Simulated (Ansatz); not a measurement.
**CdTe under a change: Te → Pt**

Start from CdTe in the zinc blende structure (space group F-43m, No. 216; a = 6.490 Å).

Now apply this change: Pt takes the place of Te on all its sites, then cell and atoms are relaxed.

Method: PBEsol (Ansatz, an electronic-structure program; PAW; 420 eV plane waves; scalar-relativistic without spin-orbit coupling), earlier PAW set. Settings: 13×13×13 k-points, 0.05 eV Fermi–Dirac smearing, for the changed cell.

The volume per atom falls by 7.086 Å³, from 34.16 Å³ to 27.08 Å³ and the lattice parameter a drops by 0.484 Å, from 6.490 Å to 6.006 Å. The space group is still F-43m (No. 216) and the shortest interatomic distance decreases by 0.2095 Å (2.810 Å → 2.601 Å). The band gap changes from 0.65 eV to zero.

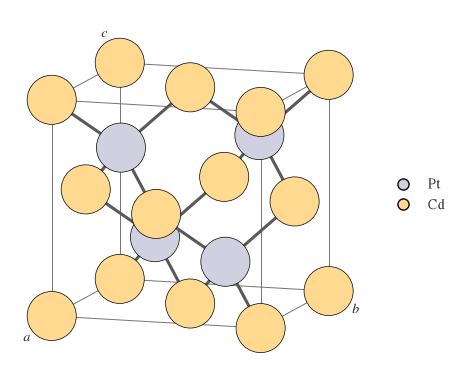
The relaxed conventional cell after the change

Spin-orbit coupling, missing from the scalar runs, can matter with Pt and Te. Stability against distortions was not tested. As relaxed here, CdPt is a hypothetical phase, not in the database extracts checked. All final runs are without spin polarisation.
